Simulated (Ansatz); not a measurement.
## Ligand exchange: Sc(CH3)3 + C3H7FO → Sc(CH3)2F + C4H10O

Species: Sc(CH3)3, singlet; C3H7FO (2-fluoroethyl methyl ether) `COCCF`, singlet; Sc(CH3)2F, singlet; C4H10O (1-methoxypropane) `CCCOC`, singlet. The partners trade CH3 for F: Sc–CH3 and C–F bonds give way to Sc–F and C–CH3.

Shapes, held fixed at every level: PBE0-D4/def2-TZVP. Flexible molecules stand in one conformer, not always the lowest. Programs: Ansatz 0.2.0. Electronic energies: no zero-point or thermal term.

```csv
level,kind,ΔE (kJ/mol),less CCSD(T)/def2-TZVPP
HF/def2-TZVPP,Hartree–Fock,-300.0,+4.2
PBE-D4/def2-TZVPP,GGA,-293.9,+10.3
wB97X-V/def2-TZVPP,range-separated hybrid,-300.6,+3.6
B2PLYP/def2-TZVPP,double hybrid,-304.3,-0.1
MP2/def2-TZVPP,perturbation theory,-315.1,-10.9
CCSD/def2-TZVPP,coupled cluster or CI,-304.1,+0.1
CCSD(T)/def2-TZVPP,coupled cluster or CI,-304.2,0.0
```

The highest level, CCSD(T)/def2-TZVPP, gives ΔE = -304.2 kJ/mol; the levels span -315.1 to -293.9. The column of differences is taken from that level and isn't an error. No measured value is set beside it here. Outer-core shells of Sc are correlated in most correlated rows, in sets that cover them unevenly.

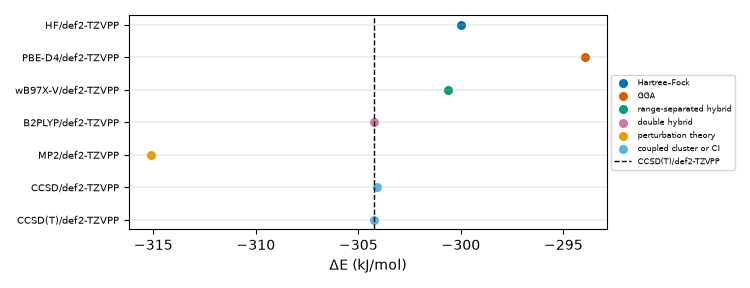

The values of the table, level by level.
